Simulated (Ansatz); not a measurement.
# One shape, several levels: WO3 (tungsten trioxide)

Wanted: a comparison of 6 runs (BLYP/def2-SVPD, PBE/def2-SVPD, revPBE/def2-SVPD, wB97M-V/def2-SVPD, wB97X/def2-SVPD, CCSD(T)/def2-SVPD) of WO3 (tungsten trioxide). 

The calculation is run with Ansatz 0.2.0.

## 1. Starting point

WO3 has 4 atoms, charge 0, and is taken as a singlet. SMILES: `[O]=[W](=[O])=[O]`. One bond was lengthened or shortened from a relaxed shape.

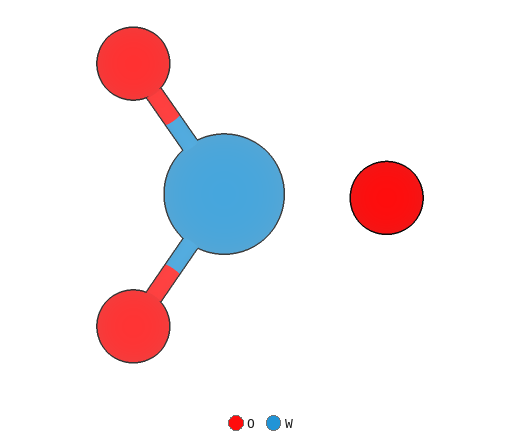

The structure, seen from a chosen angle (oxygen red, tungsten blue).

## 2. The energy at BLYP/def2-SVPD (core potential) (run 1)

Input file in.yaml:

```yaml
crystal:
  periodic: [false, false, false]
  atoms:
    - {symbol: O, position_ang: [-0.668958, 0.523097, 1.665617]}
    - {symbol: W, position_ang: [-0.797858, -0.025803, 0.045417]}
    - {symbol: O, position_ang: [1.071700, -1.143300, -0.433900]}
    - {symbol: O, position_ang: [-0.843658, 1.359397, -0.965683]}
basis:
  gaussian: {orbitals: def2-SVPD}
hamiltonian: {xc: {name: BLYP}}
accuracy: high
output: {orbitals: {seedname: orbitals}}
```

Command:

```sh
$ ansatz run in.yaml --threads 1 --pin off --max-ram 3480MiB --events-out events.jsonl --progress --plain --runs-dir runs
```

The log of the run:

```text
Warning: RAYON_NUM_THREADS=1 ignored (pool sized by the plan → 1); use --threads N
Functional definition: BLYP
  name "BLYP"
  parameter beta = 0.0042
  parameter a = 0.04918
  parameter b = 0.132
  parameter c = 0.2533
  parameter d = 0.349
  exchange = b88_x(beta = beta)
  correlation = lyp_c(a = a, b = b, c = c, d = d)
2063 factors; integrals over basis functions are off by at most 3.0e-9 eV
mean field evaluation 1: about -7918.6555 eV, gradient 1.4e2 eV
mean field evaluation 2: about -7394.2355 eV, gradient 4.1e2 eV
mean field evaluation 4: about -7955.0558 eV, gradient 6.0e1 eV
mean field evaluation 8: about -7957.3296 eV, gradient 5.1e1 eV
mean field evaluation 16: about -7961.9051 eV, gradient 1.9e-8 eV
mean field evaluation 32: about -7959.3116 eV, gradient 1.3e1 eV
mean field -7961.90505061 eV, -292.5946138367 hartree, gradient 2.2e-8 eV, S^2 0.000000; 4 other end points of the search recorded, 0 dependent functions left out
reference -7961.90509654 eV, -292.5946155247 hartree; 19, 19 occupied and 85, 85 virtual orbitals, 2063 factors
Total energy: -7961.90509654 eV, -292.5946155247 hartree
```

It took 12 s on 1 thread of Arm Neoverse V1, shared host; peak memory 0.28 GiB.

## 3. A single-point energy at PBE/def2-SVPD (core potential) (run 2)

Input file molecule.yaml:

```yaml
crystal:
  periodic: [false, false, false]
  atoms:
    - symbol: O
      position_ang: [-0.668958, 0.523097, 1.665617]
    - symbol: W
      position_ang: [-0.797858, -0.025803, 0.045417]
    - symbol: O
      position_ang: [1.071700, -1.143300, -0.433900]
    - symbol: O
      position_ang: [-0.843658, 1.359397, -0.965683]
basis:
  gaussian: {orbitals: def2-SVPD}
output: {orbitals: {seedname: orbitals}}
accuracy: high
hamiltonian: {xc: {name: PBE}}
```

Command:

```sh
$ ansatz run molecule.yaml --threads 1 --pin off --max-ram 3480MiB --events-out events.jsonl --progress --plain --runs-dir runs
```

The log of the run:

```text
Warning: RAYON_NUM_THREADS=1 ignored (pool sized by the plan → 1); use --threads N
Functional definition: PBE
  name "PBE"
  parameter kappa = 0.804
  parameter beta = 0.06672455060314922
  exchange = pbe_x(kappa = kappa, mu = beta*pi^2/3)
  correlation = pbe_c(beta = beta)
2063 factors; integrals over basis functions are off by at most 3.0e-9 eV
mean field evaluation 1: about -7917.7358 eV, gradient 1.4e2 eV
mean field evaluation 2: about -7427.2418 eV, gradient 4.0e2 eV
mean field evaluation 4: about -7895.6797 eV, gradient 1.5e2 eV
mean field evaluation 8: about -7954.6761 eV, gradient 3.9e1 eV
mean field evaluation 16: about -7957.4625 eV, gradient 1.6e-8 eV
mean field -7957.46245443 eV, -292.4313514385 hartree, gradient 1.7e-8 eV, S^2 0.000000; 2 other end points of the search recorded, 0 dependent functions left out
reference -7957.46245792 eV, -292.4313515666 hartree; 19, 19 occupied and 85, 85 virtual orbitals, 2063 factors
Total energy: -7957.46245792 eV, -292.4313515666 hartree
```

It took 11 s on 1 thread of Arm Neoverse V1, shared host; peak memory 0.28 GiB.

Runs 3 to 5 aren't shown in full; the table further down has their settings and results.

## 4. A single-point energy at CCSD(T)/def2-SVPD (core potential) (run 6)

Input file in.yaml:

```yaml
crystal:
  periodic: [false, false, false]
  atoms:
    - symbol: O
      position_ang: [-0.668958, 0.523097, 1.665617]
    - symbol: W
      position_ang: [-0.797858, -0.025803, 0.045417]
    - symbol: O
      position_ang: [1.071700, -1.143300, -0.433900]
    - symbol: O
      position_ang: [-0.843658, 1.359397, -0.965683]
basis:
  gaussian: {orbitals: def2-SVPD}
correlation: {method: ccsd_t, frozen_orbitals: {O: 1, W: 0}}
accuracy: high
scf: {omitted_lower_state_checks: [cluster_reference, increment]}
```

Command:

```sh
$ ansatz run in.yaml --threads 1 --pin off --max-ram 3480MiB --events-out events.jsonl --progress --plain --runs-dir runs
```

The log of the run:

```text
Warning: RAYON_NUM_THREADS=1 ignored (pool sized by the plan → 1); use --threads N
[... 15 lines left out ...]
3 core orbitals not correlated: weight in the atoms' cores, before any rotation towards them, 1.000 or more for the frozen orbitals, at most 0.000 for the correlated occupied ones
[... 50 lines left out ...]
Total energy: -7937.55935278 eV, -291.6999259436 hartree
Checks for a lower state left out: cluster_reference, increment
```

It took 1.7 min on 1 thread of Arm Neoverse V1, shared host; peak memory 0.9 GiB.

## 5. Overview of the runs

| run | level | frozen core orbitals | energy (Eh) | HOMO energy (eV) | LUMO energy (eV) | HOMO–LUMO gap (eV) | wall time |
| --- | --- | --- | --- | --- | --- | --- | --- |
| 1 | BLYP/def2-SVPD (core potential) | – | -292.594616 | -6.38 | -6.07 | 0.31 | 12 s |
| 2 | PBE/def2-SVPD (core potential) | – | -292.431352 | -6.43 | -6.07 | 0.36 | 11 s |
| 3 | revPBE/def2-SVPD (core potential) | – | -292.622446 | -6.35 | -5.96 | 0.39 | 11 s |
| 4 | wB97M-V/def2-SVPD (core potential) | – | -292.389062 | -10.29 | -3.70 | 6.59 | 2.2 min |
| 5 | wB97X/def2-SVPD (core potential) | – | -292.485288 | -10.32 | -3.60 | 6.72 | 46 s |
| 6 | CCSD(T)/def2-SVPD (core potential) | 3 | -291.699926 | – | – | – | 1.7 min |

## 6. Outcome

```
                                          quantity          value
                               run 6: total energy  -291.69993 Eh
run 6: correlation energy (3 core orbitals frozen)    -1050.9 mEh
                             run 6: (T) correction     -74.25 mEh
                              run 6: T1 diagnostic          0.056
```

Over runs 1, 2, 3, 4, 5 the HOMO–LUMO gap runs from 0.31 eV (BLYP/def2-SVPD) to 6.72 eV (wB97X/def2-SVPD). Totals of different functionals can't be ranked against each other. In run 6 the T1 diagnostic is large, so a single reference may not serve. In run 6 the log says that unrestricted orbitals would lower the reference, so the values rest on an unstable closed-shell determinant (other closed-shell runs at this shape may share the fault). All runs together took 5.3 min, the longest 2.2 min.
